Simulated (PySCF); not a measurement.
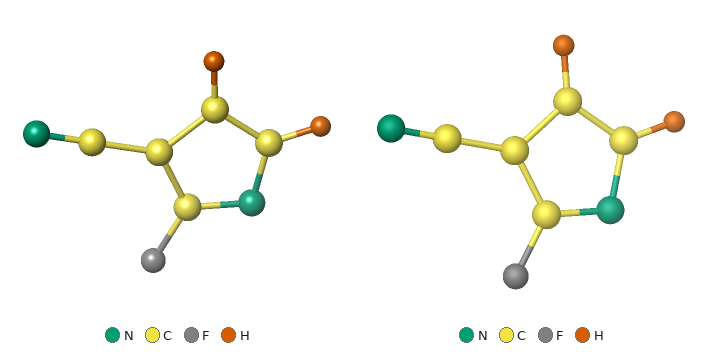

Both panels show the same species.

The species has charge −1 and is a spin singlet. The computed structure is the end point of a PBE0-D3(BJ)/def2-SVP optimisation. No frequency run is at hand to confirm it as a minimum.

Description:

Formula C5H2FN2(-). Its SMILES string is `N#Cc1cc[n-]c1F`. Independent rings (smallest set): 1 of 5 members, 1 of them aromatic. Among its groups: nitrile, C–F bond. The point group is Cs. All atoms lie on one plane. Coordination: 1 C linear; 4 C trigonal planar; 1 N bent.

More results for the same structure follow; atom numbers are the same in all pictures, views and colours differ.

### Shape

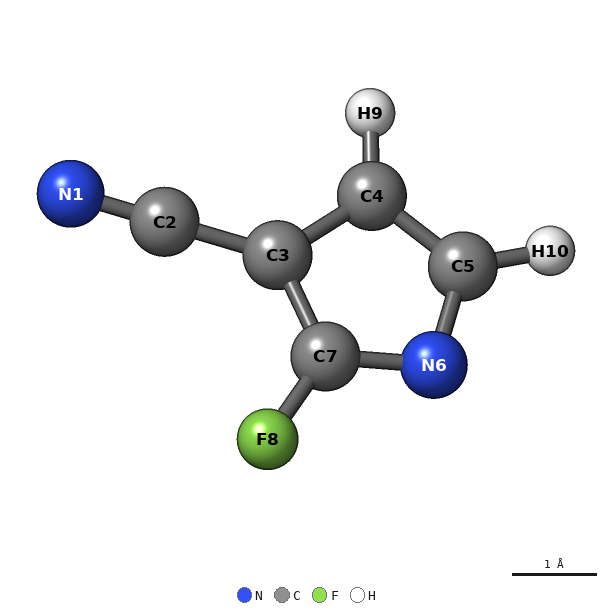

The atoms are numbered. No frequency run is at hand to confirm it as a minimum.

What are the angles N1–C2–C3, C2–C3–C4, C2–C3–C7, C4–C3–C7, C3–C4–C5, C3–C4–H9, C5–C4–H9, C4–C5–N6, C4–C5–H10, N6–C5–H10, C5–N6–C7, C3–C7–N6, C3–C7–F8, N6–C7–F8?

```csv
angle,degrees
N1–C2–C3,179.8
C2–C3–C4,128.9
C2–C3–C7,127.8
C4–C3–C7,103.2
C3–C4–C5,105.2
C3–C4–H9,126.3
C5–C4–H9,128.5
C4–C5–N6,112.6
C4–C5–H10,127.2
N6–C5–H10,120.2
C5–N6–C7,104.6
C3–C7–N6,114.5
C3–C7–F8,124.5
N6–C7–F8,121.1
```

### Levels of theory compared

No frequency run is at hand to confirm it as a minimum. Program: PySCF 2.14.0.

Tabulate HOMO energy (eV) at these levels: CAM-B3LYP/def2-SVPD; CAM-B3LYP/def2-SVPD in acetone (IEF-PCM); CAM-B3LYP/def2-SVPD in tetrahydrofuran (IEF-PCM); PBE0/pcSseg-1 in acetone (IEF-PCM); PBE0/pcSseg-1 in tetrahydrofuran (IEF-PCM).

```csv
level,HOMO energy (eV)
CAM-B3LYP/def2-SVPD,−2.73
CAM-B3LYP/def2-SVPD in acetone (IEF-PCM),−6.73
CAM-B3LYP/def2-SVPD in tetrahydrofuran (IEF-PCM),−6.37
PBE0/pcSseg-1 in acetone (IEF-PCM),−5.43
PBE0/pcSseg-1 in tetrahydrofuran (IEF-PCM),−5.07
```

### Bond orders

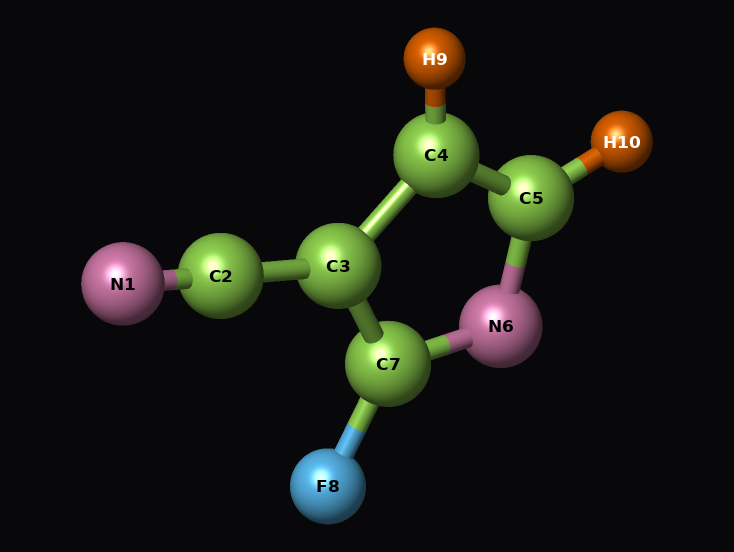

Every bond is drawn as one stick. No frequency run is at hand to confirm it as a minimum. Level of theory: PBE0/pcSseg-1 in acetone (IEF-PCM) (PySCF 2.14.0).

> Which bond has the highest Mayer bond order?

N1–C2, 3.01, at a length of 1.168 Å.

List the Mayer bond orders of N1–C2, C2–C3, C3–C4, C3–C7, C4–C5, C4–H9, C5–N6, C5–H10, N6–C7, C7–F8.

```tsv
bond	Mayer order	length (Å)
N1–C2	3.01	1.168
C2–C3	1.07	1.406
C3–C4	1.20	1.436
C3–C7	1.30	1.413
C4–C5	1.55	1.385
C4–H9	1.00	1.090
C5–N6	1.29	1.372
C5–H10	0.98	1.094
N6–C7	1.61	1.311
C7–F8	0.98	1.344
```

### Charges

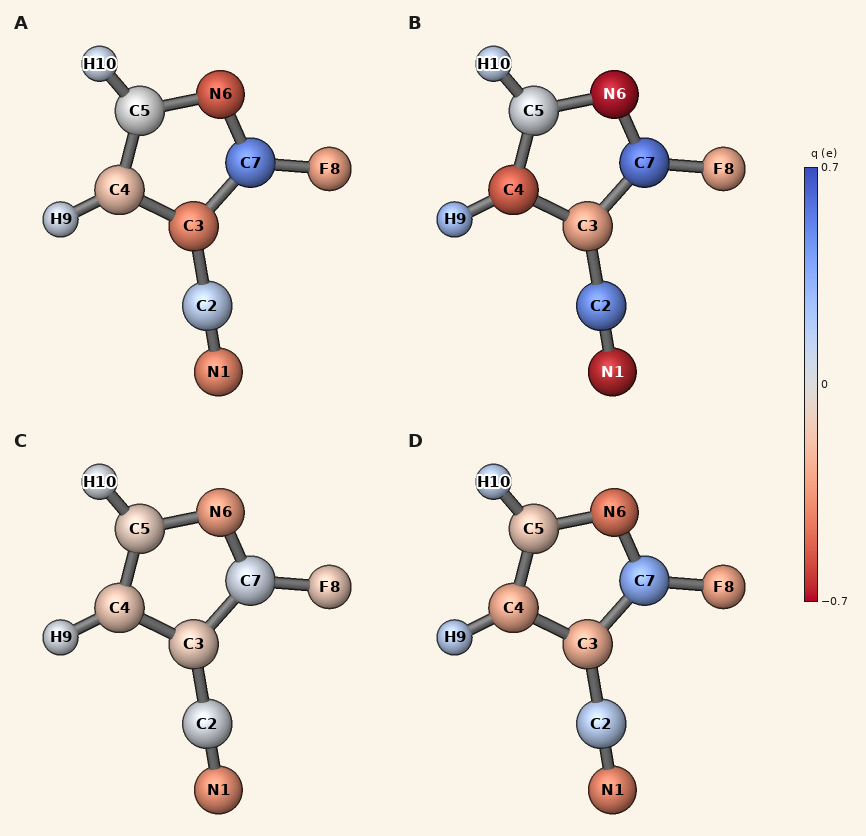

Atomic charges of one calculation by 4 schemes, on one colour scale. No frequency run is at hand to confirm it as a minimum. Level of theory: PBE0/pcSseg-1 in acetone (IEF-PCM) (PySCF 2.14.0).

> The schemes are ESP-fitted, Hirshfeld, IAO, Mulliken. Which panel shows which?

A Mulliken, B ESP-fitted, C Hirshfeld, D IAO.

List the charges (e), one line for each set of equivalent atoms.

| atom | Mulliken | ESP-fitted | Hirshfeld | IAO |
| --- | --- | --- | --- | --- |
| N1 | −0.39 | −0.65 | −0.36 | −0.40 |
| C2 | 0.14 | 0.46 | 0.03 | 0.16 |
| C3 | −0.41 | −0.28 | −0.12 | −0.24 |
| C4 | −0.17 | −0.50 | −0.14 | −0.26 |
| C5 | 0.00 | 0.03 | −0.10 | −0.14 |
| N6 | −0.52 | −0.68 | −0.31 | −0.44 |
| C7 | 0.48 | 0.53 | 0.06 | 0.33 |
| F8 | −0.29 | −0.27 | −0.13 | −0.29 |
| H9 | 0.07 | 0.24 | 0.04 | 0.15 |
| H10 | 0.09 | 0.12 | 0.03 | 0.14 |

Mulliken values depend strongly on the basis set and can even reverse the polarity of a bond.
